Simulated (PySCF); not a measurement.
# RuO (charge −1, quartet): what the fields show

```json
{"atom": "Ru", "x (Å)": "0.0000", "y (Å)": "0.0000", "z (Å)": "-0.2319"}
{"atom": "O", "x (Å)": "0.0000", "y (Å)": "0.0000", "z (Å)": "1.4771"}
```

Core potentials replace the inner electrons of Ru.

All numbers below come from PySCF, PBE0/def2-TZVPPD, non-relativistic Hamiltonian with scalar-relativistic core potentials where named, at a bond length of 1.709 Å.

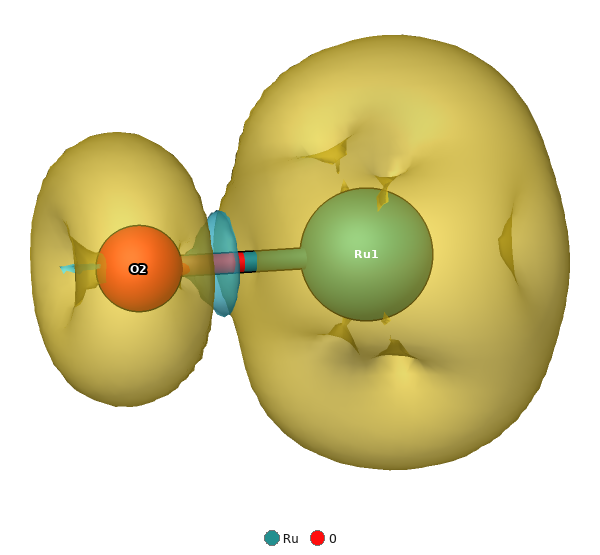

Figure 1. Isosurfaces of the spin density (α minus β) at +0.03 (yellow) and −0.03 e/Å³ (cyan), seen from one side.

> Where is the unpaired spin?

The unpaired spin (3 electrons) lies mostly on Ru1 (about 2.5) and O2 (about 0.5), in electrons by Hirshfeld's partition.

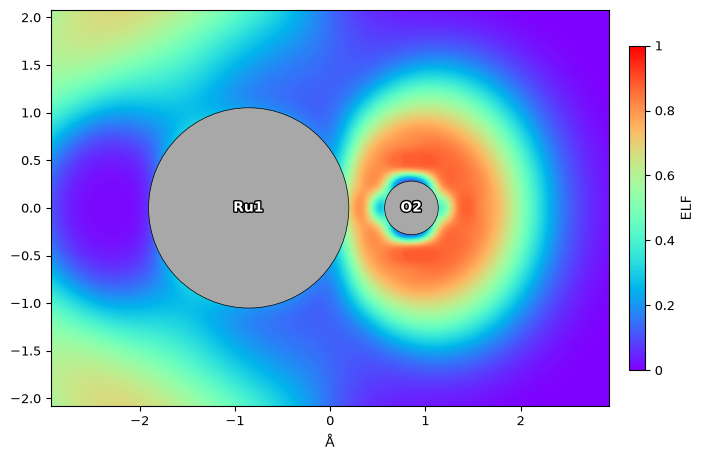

Figure 2. ELF on a plane that holds the molecular axis. Grey discs cover the atomic cores.

> Describe what can be read from this map.

The plane passes through Ru and O nuclei. Ru–O (1.71 Å): the ELF peaks at about 0.80 in the valence shell of O, 0.6 Å from its nucleus, and is about 0.35 at the midpoint.

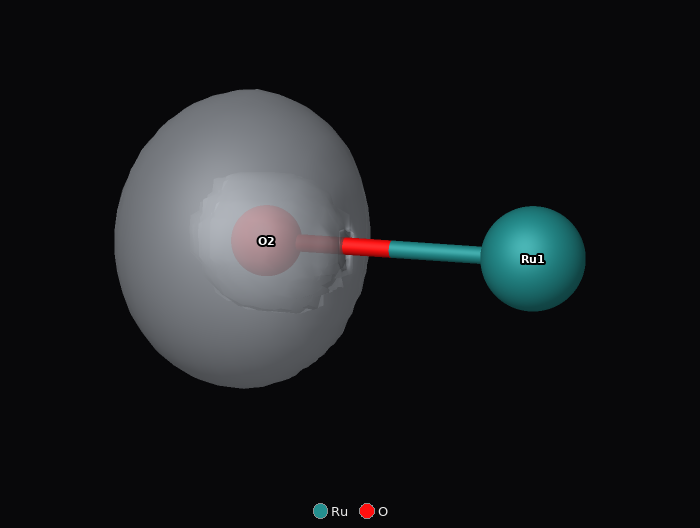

Figure 3. Isosurface of the ELF at 0.75 (grey), seen from one side. Only the valence region is drawn (cores and ρ < 0.01 e/Å³ removed).

> Where are the electrons localised?

The surface consists of one region wrapped around O (its valence shell).
